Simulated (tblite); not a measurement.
**Geometry relaxation, with input and output: C5H8N2OSi (part 2 of 2)**

C5H8N2OSi; GFN2-xTB geometry optimisation, gas phase (tblite 0.8.0). It belongs to a series of runs on one base structure; here: CH2 inserted into a C-C bond.

Geometry of the input (Å):
```
C  0.0139  -0.6226  1.3398
C  -0.6768  -0.1800  0.0433
C  -2.0782  -0.6934  -0.1707
C  -3.0124  -0.0367  0.7512
N  -3.7436  0.4450  1.5236
N  -0.1714  0.5826  -0.8676
Si 1.4353  1.2666  -0.7772
C  2.7963  0.0795  -1.2830
O  3.0381  -0.9099  -0.5955
H  -0.6313  -1.3297  1.8876
H  0.1713  0.2464  1.9820
H  0.9484  -1.1224  1.1271
H  -2.3930  -0.4846  -1.1975
H  -2.0893  -1.7771  -0.0404
H  1.4347  2.4599  -1.6618
H  1.6229  1.7709  0.6221
H  3.3280  0.3176  -2.2140
```

### Trajectory as extended XYZ, continued
```
17
Properties=species:S:1:pos:R:3:forces:R:3 step=79 energy=-717.09874
C    -0.0593   -0.5767    1.4471    0.0220  -0.0190   0.0040
C    -0.6323   -0.0990    0.1504    0.0050   0.0030   0.0250
C    -1.9834   -0.6651   -0.2380   -0.0020  -0.0110   0.0190
C    -2.9790   -0.2856    0.7313   -0.0660   0.0470   0.0590
N    -3.7565    0.0224    1.5112    0.0730  -0.0320  -0.0700
N    -0.0893    0.7153   -0.6379   -0.0080  -0.0110   0.0340
Si    1.4465    1.4522   -0.7609   -0.0080   0.0250  -0.0130
C     2.6159    0.0095   -1.2675   -0.0130  -0.0900  -0.0240
O     2.4264   -1.1370   -0.9414    0.0220   0.1080  -0.0170
H    -0.7663   -1.1663    2.0263   -0.0220   0.0550  -0.0230
H     0.2830    0.2719    2.0382   -0.0260  -0.0160  -0.0260
H     0.8136   -1.1895    1.2219    0.0060  -0.0050  -0.0080
H    -2.2716   -0.2911   -1.2235   -0.0090  -0.0020   0.0200
H    -1.9270   -1.7574   -0.2608    0.0190  -0.0120  -0.0180
H     1.3052    2.4015   -1.8596    0.0220  -0.0320  -0.0020
H     2.0625    2.0577    0.4239    0.0050  -0.0210   0.0100
H     3.5047    0.2491   -1.8914   -0.0210   0.0130   0.0280
17
Properties=species:S:1:pos:R:3:forces:R:3 step=92 energy=-717.10132
C    -0.0650   -0.5525    1.4504   -0.0040  -0.0020  -0.0010
C    -0.6324   -0.0863    0.1483   -0.0070   0.0030   0.0000
C    -1.9747   -0.6708   -0.2421   -0.0040   0.0050  -0.0030
C    -2.9685   -0.3239    0.7405    0.0060  -0.0110  -0.0090
N    -3.7409   -0.0381    1.5327   -0.0150  -0.0010   0.0080
N    -0.0946    0.7313   -0.6396    0.0050   0.0060   0.0050
Si    1.4463    1.4563   -0.7619    0.0060  -0.0040  -0.0010
C     2.5973    0.0024   -1.2722    0.0090   0.0080  -0.0090
O     2.3653   -1.1509   -1.0099    0.0080  -0.0010   0.0020
H    -0.7963   -1.0923    2.0459   -0.0090   0.0030   0.0130
H     0.3123    0.2975    2.0155    0.0060   0.0020  -0.0030
H     0.7797   -1.2070    1.2362   -0.0010  -0.0110  -0.0030
H    -2.2796   -0.2836   -1.2169    0.0030  -0.0020  -0.0030
H    -1.8927   -1.7611   -0.2906   -0.0030   0.0050   0.0070
H     1.3351    2.3998   -1.8671   -0.0070   0.0020   0.0040
H     2.0752    2.0390    0.4278    0.0000   0.0050   0.0000
H     3.5265    0.2524   -1.8278    0.0050  -0.0080  -0.0070
17
Properties=species:S:1:pos:R:3:forces:R:3 step=105 energy=-717.10293
C    -0.0845   -0.5262    1.4716    0.0050   0.0000  -0.0050
C    -0.6340   -0.0607    0.1618    0.0140  -0.0110  -0.0080
C    -1.9637   -0.6629   -0.2442    0.0030  -0.0050  -0.0070
C    -2.9720   -0.3750    0.7416   -0.0990  -0.0010   0.0680
N    -3.7607   -0.1485    1.5382    0.0700  -0.0030  -0.0730
N    -0.0858    0.7495   -0.6261    0.0150  -0.0090   0.0000
Si    1.4596    1.4598   -0.7677    0.0140   0.0180   0.0130
C     2.5989   -0.0005   -1.2890   -0.0250   0.0590  -0.0410
O     2.3252   -1.1563   -1.0905   -0.0120  -0.0920   0.0360
H    -0.8526   -0.9715    2.0999    0.0190   0.0220   0.0040
H     0.3919    0.3007    1.9934   -0.0040   0.0050   0.0070
H     0.6839   -1.2710    1.2642    0.0030  -0.0230   0.0050
H    -2.2739   -0.2673   -1.2137    0.0000   0.0110   0.0030
H    -1.8493   -1.7495   -0.3153   -0.0060   0.0000  -0.0030
H     1.3372    2.4053   -1.8706    0.0010  -0.0040   0.0050
H     2.1147    2.0421    0.4089   -0.0070   0.0020   0.0020
H     3.5579    0.2440   -1.7934    0.0080   0.0290  -0.0030
17
Properties=species:S:1:pos:R:3:forces:R:3 step=118 energy=-717.10720
C    -0.1048   -0.5229    1.5040    0.0070   0.0010   0.0050
C    -0.6282   -0.0742    0.1785    0.0050   0.0160  -0.0050
C    -1.9575   -0.6678   -0.2465    0.0060  -0.0010  -0.0050
C    -2.9839   -0.4047    0.7277   -0.0030  -0.0110  -0.0080
N    -3.7918   -0.1901    1.5070    0.0060   0.0050   0.0080
N    -0.0615    0.7179   -0.6141   -0.0080   0.0070   0.0120
Si    1.4698    1.4537   -0.7601    0.0030   0.0100   0.0010
C     2.6202    0.0210   -1.3258   -0.0030   0.0030  -0.0030
O     2.4077   -1.1411   -1.0895   -0.0040  -0.0110   0.0040
H    -0.9080   -0.7819    2.1912    0.0040   0.0130  -0.0210
H     0.5230    0.2521    1.9372    0.0060  -0.0190   0.0120
H     0.5145   -1.4067    1.3422   -0.0090   0.0160   0.0000
H    -2.2586   -0.2445   -1.2078    0.0120  -0.0140  -0.0070
H    -1.8411   -1.7514   -0.3485   -0.0160  -0.0050   0.0080
H     1.3210    2.4160   -1.8444   -0.0100   0.0020  -0.0120
H     2.1360    2.0391    0.4085   -0.0040  -0.0130   0.0190
H     3.5363    0.2975   -1.8904    0.0070  -0.0010  -0.0080
17
Properties=species:S:1:pos:R:3:forces:R:3 step=132 energy=-717.10853
C    -0.1193   -0.5211    1.5152    0.0050  -0.0060   0.0120
C    -0.6240   -0.0761    0.1819    0.0080   0.0060  -0.0090
C    -1.9482   -0.6776   -0.2506   -0.0070  -0.0090  -0.0010
C    -2.9794   -0.4098    0.7169   -0.0280   0.0130   0.0200
N    -3.7845   -0.1892    1.4979    0.0160  -0.0050  -0.0230
N    -0.0533    0.7127   -0.6104   -0.0030  -0.0100   0.0140
Si    1.4749    1.4556   -0.7511    0.0040   0.0260  -0.0080
C     2.6302    0.0387   -1.3463   -0.0010  -0.0170  -0.0010
O     2.4510   -1.1236   -1.0846    0.0020   0.0020  -0.0070
H    -0.9366   -0.6731    2.2179    0.0070  -0.0030  -0.0060
H     0.5873    0.2009    1.9161    0.0030  -0.0020  -0.0130
H     0.4033   -1.4695    1.3819   -0.0050   0.0110   0.0050
H    -2.2430   -0.2661   -1.2185    0.0080   0.0030  -0.0020
H    -1.8311   -1.7618   -0.3416   -0.0020  -0.0140   0.0060
H     1.3104    2.4242   -1.8281    0.0030   0.0110   0.0080
H     2.1397    2.0233    0.4276   -0.0030  -0.0030  -0.0050
H     3.5156    0.3244   -1.9551   -0.0090  -0.0040   0.0080
17
Properties=species:S:1:pos:R:3:forces:R:3 step=145 energy=-717.10948
C    -0.1191   -0.5198    1.5227   -0.0130   0.0170  -0.0200
C    -0.6173   -0.0805    0.1847   -0.0040  -0.0050   0.0010
C    -1.9363   -0.6928   -0.2516    0.0030  -0.0030   0.0030
C    -2.9781   -0.4117    0.7012    0.0040   0.0040  -0.0090
N    -3.7920   -0.1842    1.4707   -0.0050   0.0070  -0.0020
N    -0.0504    0.7148   -0.6035    0.0080   0.0090   0.0050
Si    1.4741    1.4661   -0.7442    0.0040  -0.0180  -0.0070
C     2.6160    0.0454   -1.3603    0.0010   0.0110   0.0030
O     2.4365   -1.1167   -1.0993   -0.0080  -0.0070  -0.0050
H    -0.9361   -0.5968    2.2374   -0.0050  -0.0040   0.0130
H     0.6368    0.1677    1.8907    0.0130   0.0090   0.0080
H     0.3363   -1.5041    1.4150    0.0080  -0.0140  -0.0030
H    -2.2214   -0.2977   -1.2294    0.0050   0.0010   0.0070
H    -1.8190   -1.7788   -0.3217    0.0060  -0.0050  -0.0020
H     1.3104    2.4562   -1.8012   -0.0120  -0.0030   0.0010
H     2.1560    2.0147    0.4334   -0.0040   0.0020   0.0100
H     3.4967    0.3299   -1.9756   -0.0010   0.0010  -0.0020
17
Properties=species:S:1:pos:R:3:forces:R:3 step=158 energy=-717.11012
C    -0.1124   -0.5194    1.5311    0.0000  -0.0030   0.0020
C    -0.6099   -0.0821    0.1928    0.0030   0.0060  -0.0020
C    -1.9204   -0.7056   -0.2516    0.0000  -0.0010   0.0000
C    -2.9757   -0.4084    0.6808   -0.0020   0.0040   0.0000
N    -3.8010   -0.1640    1.4328    0.0010   0.0000  -0.0010
N    -0.0498    0.7233   -0.5897   -0.0030  -0.0010   0.0000
Si    1.4726    1.4754   -0.7350    0.0060   0.0020  -0.0010
C     2.5939    0.0466   -1.3695    0.0030  -0.0020   0.0010
O     2.3902   -1.1162   -1.1297   -0.0030   0.0000  -0.0020
H    -0.9255   -0.5662    2.2532   -0.0080  -0.0030   0.0040
H     0.6648    0.1513    1.8867    0.0000   0.0060   0.0000
H     0.3144   -1.5178    1.4324    0.0020  -0.0050  -0.0010
H    -2.1919   -0.3236   -1.2384    0.0010  -0.0030   0.0000
H    -1.7994   -1.7919   -0.3050   -0.0020  -0.0040   0.0030
H     1.2984    2.4704   -1.7858    0.0000  -0.0020   0.0030
H     2.1629    2.0171    0.4416    0.0010  -0.0040  -0.0060
H     3.4818    0.3233   -1.9777    0.0030   0.0090  -0.0020
```

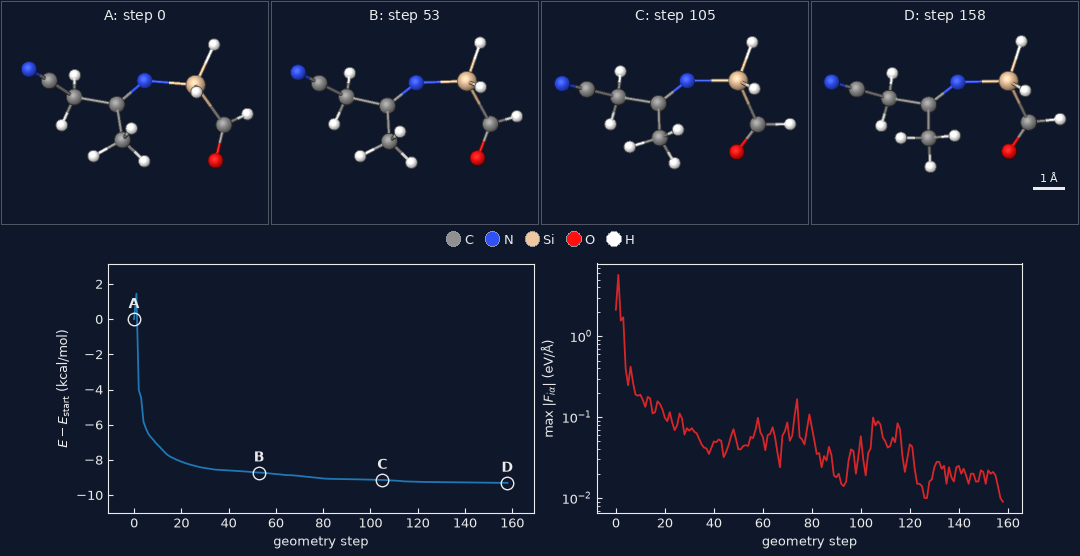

*Frames of the relaxation (ball-and-stick view, seen at a tilt) above the curves, on which the letters mark them (steps are counted from 0).*

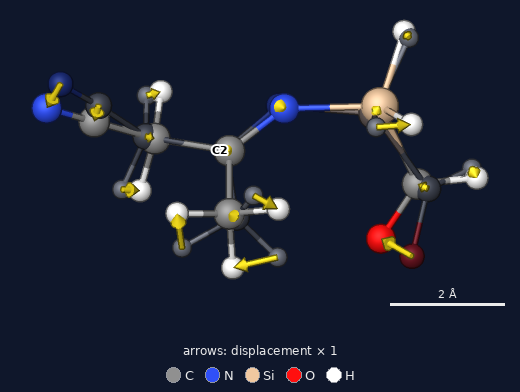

*Start (faint) and end (solid) with the displacements as yellow arrows, at true length (ball-and-stick view, seen at a tilt). The two geometries are laid on each other by the best rigid fit.*

H10 moves most after the best rigid fit: 0.90 Å. By element the largest moves are H 0.90 Å, O 0.86 Å, N 0.61 Å, C 0.37 Å, Si 0.21 Å. Among the contacts that change: Si7–C8 1.875 → 1.924 Å, N6–Si7 1.749 → 1.704 Å, C1–C2 1.534 → 1.493 Å, C2–N6 1.291 → 1.255 Å. Among the angles that change: N6–Si7–H16 107.1° → 121.0°, C2–N6–Si7 123.7° → 137.3°, N6–Si7–C8 113.9° → 102.8°. Over 158 geometry steps the energy falls by 9.30 kcal/mol. The largest force component goes from 2.1 to 0.009 eV/Å. (Atoms are counted from 1 in the order of the input.)
